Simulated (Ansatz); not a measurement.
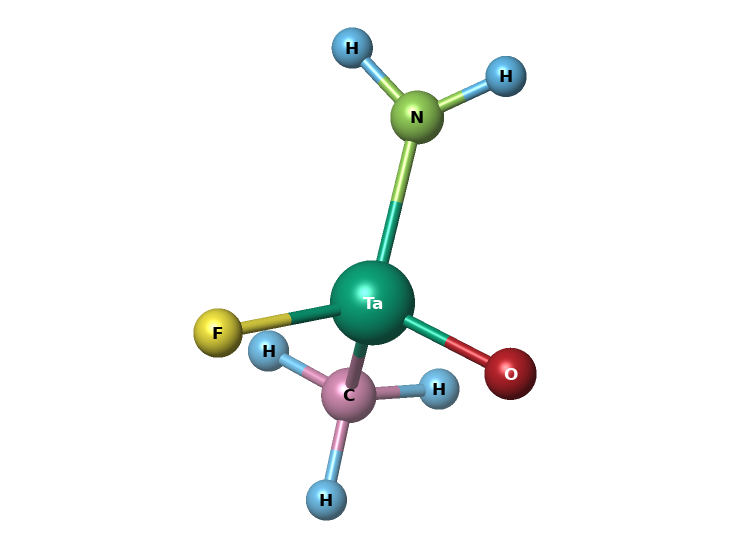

A ball-and-stick model of a molecule.

Charge 0, singlet. Computed geometry: PBE0-D4/def2-TZVP optimisation.

> What is the molecular formula?

CH₅FNOTa, 10 atoms: 1 carbon, 5 hydrogen, 1 fluorine, 1 nitrogen, 1 oxygen and 1 tantalum.

> How many atoms are distinct by symmetry?

10: 1 C, 1 Ta, 1 N, 1 O, 1 F, 1 H, 1 H, 1 H, 1 H, 1 H.

> Count the bonded pairs by element.

3 C–H, 2 N–H, 1 C–Ta, 1 N–Ta, 1 O–Ta, 1 F–Ta.

> Write the SMILES.

[CH3][Ta@]([NH2])(=[O])[F]

The parts below concern this one geometry. Atoms keep their numbers from picture to picture.

## Thermal motion

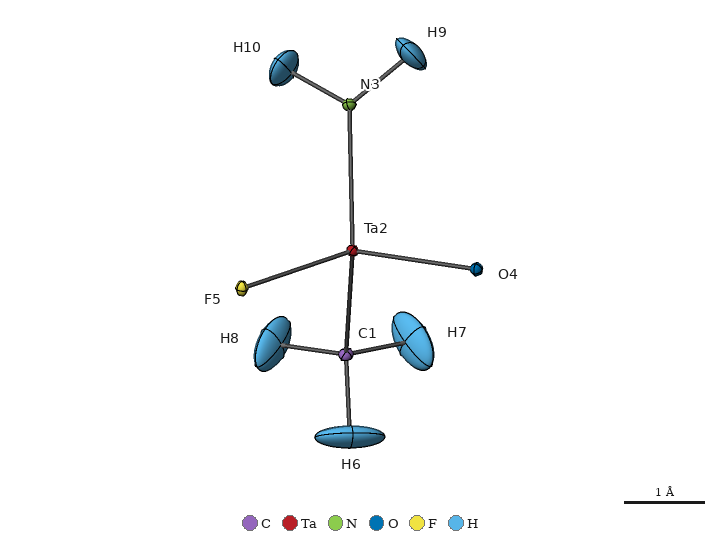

Displacement ellipsoids at the 50 % level, from the internal vibrations of the free molecule (harmonic, no overall translation or rotation; no half-axis is drawn under 0.075 Å). Vibrations computed with RKS PBE0-D4/def2-TZVP, core potentials on Ta (Ansatz 0.2.0). Temperature: 100 K.

Give the displacement parameters, one line for each set of equivalent atoms.

```json
{"atom": "C1", "U_eq (Å²)": "0.0032", "rms amplitudes (Å)": "0.048, 0.056, 0.064"}
{"atom": "Ta2", "U_eq (Å²)": "0.00010", "rms amplitudes (Å)": "0.009, 0.010, 0.011"}
{"atom": "N3", "U_eq (Å²)": "0.0030", "rms amplitudes (Å)": "0.040, 0.055, 0.067"}
{"atom": "O4", "U_eq (Å²)": "0.0025", "rms amplitudes (Å)": "0.033, 0.055, 0.059"}
{"atom": "F5", "U_eq (Å²)": "0.0028", "rms amplitudes (Å)": "0.037, 0.054, 0.064"}
{"atom": "H6", "U_eq (Å²)": "0.0398", "rms amplitudes (Å)": "0.091, 0.171, 0.286"}
{"atom": "H7", "U_eq (Å²)": "0.0395", "rms amplitudes (Å)": "0.092, 0.172, 0.284"}
{"atom": "H8", "U_eq (Å²)": "0.0371", "rms amplitudes (Å)": "0.088, 0.166, 0.276"}
{"atom": "H9", "U_eq (Å²)": "0.0251", "rms amplitudes (Å)": "0.082, 0.159, 0.208"}
{"atom": "H10", "U_eq (Å²)": "0.0255", "rms amplitudes (Å)": "0.081, 0.161, 0.210"}
```

## Dipole moment

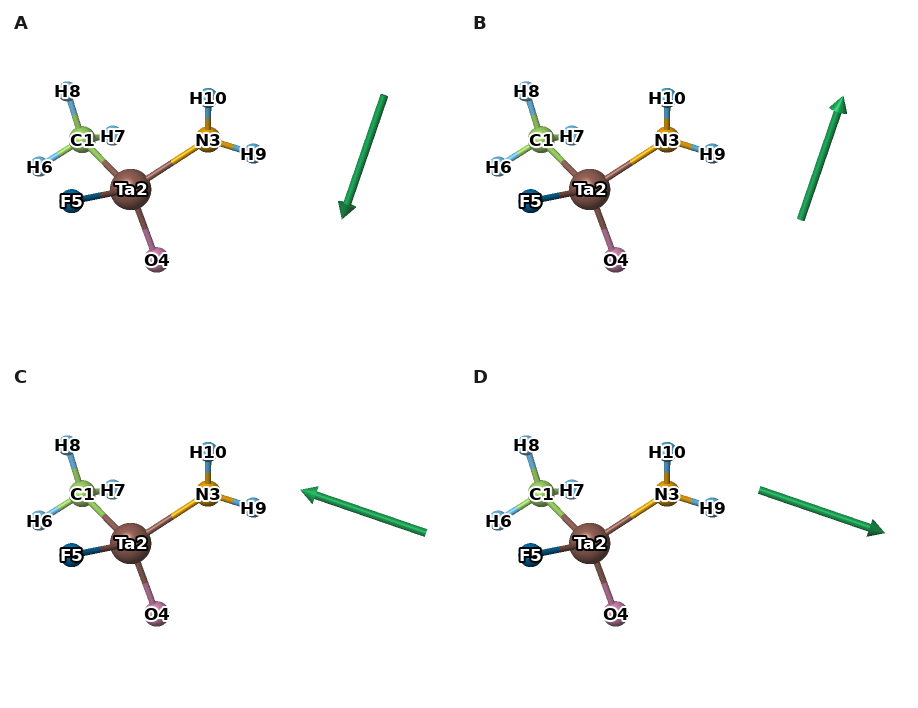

The same molecule four times, each with an arrow. Level of theory: RKS B3LYP-D4/def2-TZVPP, core potentials on Ta (Ansatz 0.2.0).

> Which arrow points along the dipole moment, from the negative to the positive end?

B. The dipole moment is 3.72 D; it points from the side of O4 to the side of H10 (the outermost atoms at the two ends).

## Charges

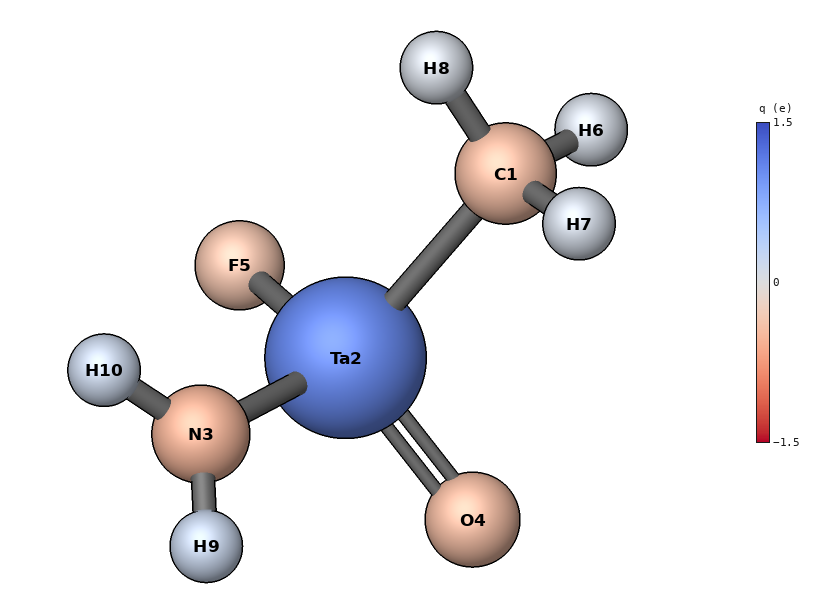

Atoms are coloured by their Mulliken charges. Level of theory: RKS r2SCAN-D4/def2-TZVPP, core potentials on Ta (Ansatz 0.2.0).

> Which atom carries the highest charge (most positive or least negative)?

Ta2 (1.05 e).

> And the lowest?

N3 (−0.49 e).

Give the Mulliken charges atom by atom.

```json
{"atom": "C1", "value (e)": "−0.42"}
{"atom": "Ta2", "value (e)": "1.05"}
{"atom": "N3", "value (e)": "−0.49"}
{"atom": "O4", "value (e)": "−0.42"}
{"atom": "F5", "value (e)": "−0.35"}
{"atom": "H6", "value (e)": "0.09"}
{"atom": "H7", "value (e)": "0.09"}
{"atom": "H8", "value (e)": "0.08"}
{"atom": "H9", "value (e)": "0.19"}
{"atom": "H10", "value (e)": "0.17"}
```

## Vibrations

Harmonic vibrations computed with RKS PBE0-D4/def2-TZVP, core potentials on Ta (Ansatz 0.2.0) at a stationary point of the same level.

> List the wavenumbers.

24 modes: 120, 152, 163, 167, 209, 238, 389, 520, 534, 567, 597, 625, 671, 699, 1016, 1205, 1418, 1424, 1549, 3029, 3109, 3131, 3571, 3668 cm⁻¹.

Mulliken values depend strongly on the basis set and can even reverse the polarity of a bond.
